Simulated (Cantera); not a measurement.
Charge: 1 mol Fe₂O₃, 0.1 mol SO₂, 0.19 mol CO₂, equilibrated at 1.00 bar.

Equilibrium computed with Cantera from the NASA thermochemical tables; the gas is ideal and each condensed phase is pure. Candidate condensed phases: C, Fe, Fe(CO)₅, FeO, FeS, FeSO₄, FeS₂, Fe₂O₃, Fe₂(SO₄)₃, Fe₃O₄, S; 25 gas species. Mutual solubility and eutectic melting of coexisting phases are not modelled. The numbers say what is thermodynamically allowed, not how fast it happens.

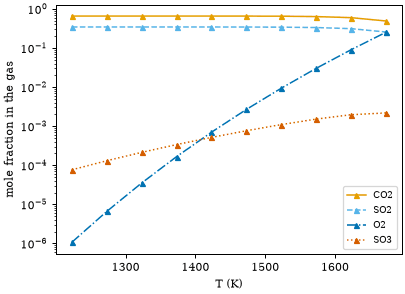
Equilibrium gas composition (values under 1e-9 drawn at 1e-9)

Q: Read off the mole fractions at 1423 K.

A: CO₂ about 0.65, SO₂ about 0.34, O₂ about 0.00070, SO₃ about 0.00052.
